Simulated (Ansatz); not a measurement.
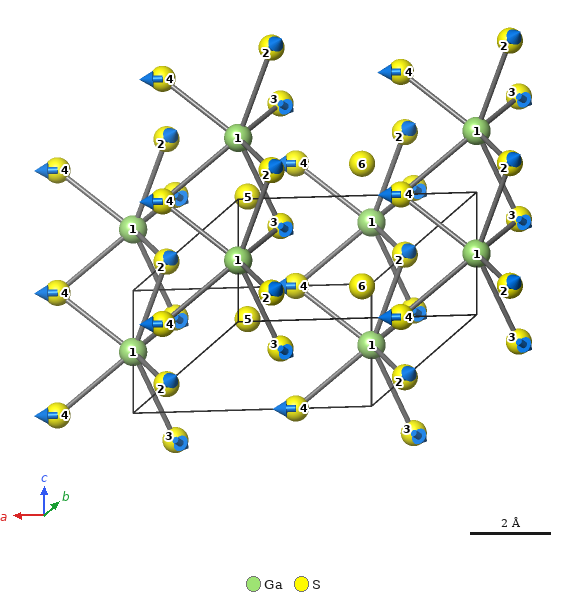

A relaxation of solid GaS5 (a generated structure, set up in P-62m) (coarse preliminary run). The starting structure is drawn; blue arrows show the displacements (the part carried along by the change of the cell is left out), 5 times their true length.

Style: ball-and-stick. Shown: the cell of the calculation, repeated 1 × 1 × 2 with one cell outlined, from a free direction.

The calculation used Ansatz 0.2.0, DFT PBE, scalar-relativistic, plane waves, PAW.

Input
```yaml
crystal:
  lattice:
    - [6.0058411785, 0.0, 0.0]
    - [-3.0029205893, 5.2012110317, 0.0]
    - [0.0, 0.0, 3.4059788008]
  atoms:
    - { symbol: Ga, position: [0.0, 0.0, 0.5] }
    - { symbol: S, position: [0.0, 0.3172379636, 0.0] }
    - { symbol: S, position: [0.6827620364, 0.6827620364, 0.0] }
    - { symbol: S, position: [0.3172379636, 0.0, 0.0] }
    - { symbol: S, position: [0.6666666667, 0.3333333333, 0.5] }
    - { symbol: S, position: [0.3333333333, 0.6666666667, 0.5] }
basis:
  ecutwfc: 420
kpoints:
  mp_grid: { grid: [3, 3, 6] }
hamiltonian:
  xc: pbe
scf:
  occupations: { method: gaussian, width: 0.1 }
  lower_state_search: "off"
output:
  forces: true
  stress: true
  eigenvalues: true
relax:
  adjacent_minimum: "off"
  f_tol: 0.04
  max_steps: 70
  cell: { stress_tol: 0.4 }
```

Run as
```bash
ansatz run input.yaml --threads 1 --pin off --max-ram 2560MiB --backend cpu --events-out ev --progress --plain --runs-dir out
```

### Which element moves most?

Sulfur: up to 0.12 Å, against 0.00 Å for gallium.

### What happened in the run?

After 2 accepted moves (3 points after the start) the energy has fallen by 10.8 meV per atom. The largest force component goes from 0.34 to 0.022 eV/Å. Pressure: −0.33 GPa at the start and −0.26 GPa at the end. At 1 point the geometry stayed and the basis and grid were re-selected for the new cell (energy shift of less than 0.05 meV per atom at most each time). The largest moves relative to the cell, 0.12 Å, are those of S2, S3 and S4. S4 goes along +a. Ga stays in place. The drawn cell changes as follows: a = b 6.006 → 5.953 Å (−0.9 %), c 3.406 → 3.447 Å (+1.2 %); the volume changes by −0.6 %. Some distances before and after: Ga1–S2 2.555 → 2.646 Å. Among the angles between lasting bonds that change: Ga1–S4–Ga1 83.6° → 81.3°, S2–Ga1–S2 83.6° → 81.3°. The space group stays P-62m (No. 189).

Limits of the set-up: layers or molecules are held without a dispersion correction, so their spacing is unreliable.
